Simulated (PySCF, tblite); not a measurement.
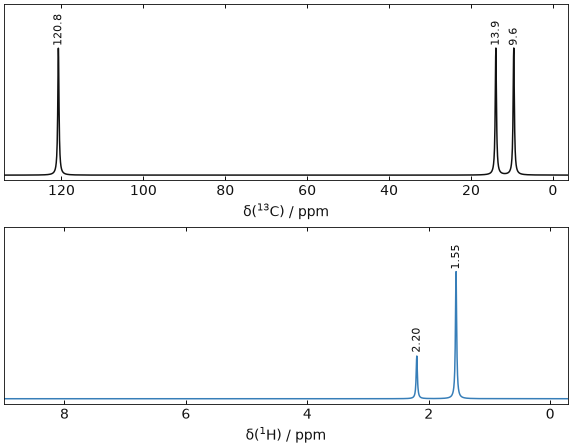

GIAO shifts, PBE0/pcSseg-1 with PySCF 2.14.0, at a GFN2-xTB geometry (a minimum by its frequencies), against TMS for ¹³C and TMS for ¹H computed at the same level. Gas phase, fully decoupled, line heights follow the number of nuclei, widths are arbitrary (no quadrupolar broadening); values of one conformer, averaged over methyl-type rotors and exact or near symmetry.

Question: Which molecule was computed?
A. C₃H₄AlFO, SMILES [F][Al]1[CH]=CO[CH2]1, singlet
B. C₃H₄F₃NSi, SMILES C[C@@H](C#N)[Si](F)(F)F
C. C₃H₉AlF₃N, SMILES [CH3][Al-]([CH3])([NH3+])[C](F)(F)F, singlet
D. C₇H₈O₂Si, SMILES C[C@@H]1[SiH2]C(=O)[C@H]1C#CC=O

Answer: Option B. Its ¹³C signals: 120.8 (1 C), 13.9 (1 C), 9.6 (1 C) ppm. Its ¹H signals: 2.20 (1 H), 1.55 (3 H) ppm.

Caveats: the tight-binding geometry is rougher than a DFT one and adds to the error.
